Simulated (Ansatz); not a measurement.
# BrCl2H2NSi: the cost of one run

Computed with Ansatz 0.2.0, driven from Python. Level of theory: CAM-B3LYP/def2-SVP.

## Step 1: The structure

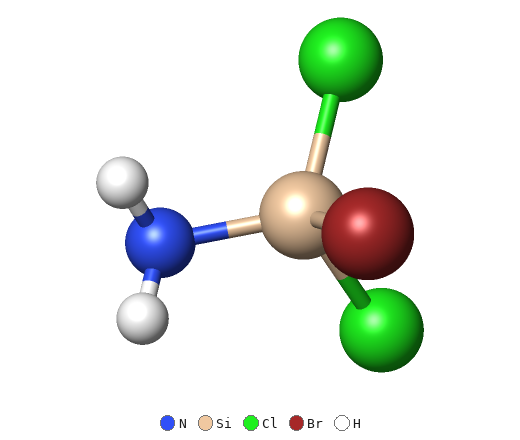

The starting structure, viewed from a chosen angle; nitrogen blue, silicon light orange, chlorine green, bromine red, hydrogen white.

No structure file is read: the coordinates are typed or built in the script.

## Step 2: The code

File brcl2h2nsi.py:

```python
# -*- coding: utf-8 -*-
"""Rigid torsion scan of BrCl2H2NSi."""

import warnings

import ansatz as az
from ase import Atoms

BASIS_SET = "def2-SVP"
FUNCTIONAL = "CAM-B3LYP"
FMAX = 0.02

warnings.simplefilter("ignore", az.DeckWarning)

atoms = Atoms(["N", "Si", "Cl", "Cl", "Br", "H", "H"], positions=[
    (-0.231, 0.4026, 1.064),
    (0.0298, -0.4213, -0.3688),
    (1.3384, -1.9049, -0.0216),
    (-1.599, -1.2679, -1.065),
    (0.8353, 1.0139, -1.8384),
    (0.5841, 0.9062, 1.3503),
    (-0.8963, 1.2034, 0.8338),
])

# relax first, so that the scan starts from a minimum
first = az.Crystal.molecule_from_ase(atoms).calculation()
first = first.basis(gaussian=BASIS_SET).functional(FUNCTIONAL)
first = first.relax(force_tolerance=FMAX, max_steps=80)
atoms.positions = first.run().report["positions_ang"]

start = atoms.get_dihedral(2, 1, 0, 5)
energies = {}
for turn in range(0, 360, 30):
    turned = atoms.copy()
    turned.set_dihedral(2, 1, 0, 5, start + turn, indices=[0, 5, 6])
    setup = (
        az.Crystal.molecule_from_ase(turned).calculation()
        .basis(gaussian=BASIS_SET)
        .functional(FUNCTIONAL)
    )
    energies[round((start + turn) % 360)] = setup.run().report["free_energy_ev"]
floor = min(energies.values())
print("dihedral Cl2-Si1-N0-H5 (deg)   E - E(min) (eV)")
for angle, e in sorted(energies.items()):
    print(f"{angle:8d} {(e - floor):14.3f}  " + "#" * int(30 * (e - floor) / max(max(energies.values()) - floor, 1e-9)))
```

## Step 3: Running it

Started as:

```sh
python brcl2h2nsi.py
```

Q: Estimate wall time and peak memory on 1 thread of Arm Neoverse V1, shared host.

About 2.3 min, with a peak of 0.42 GiB.
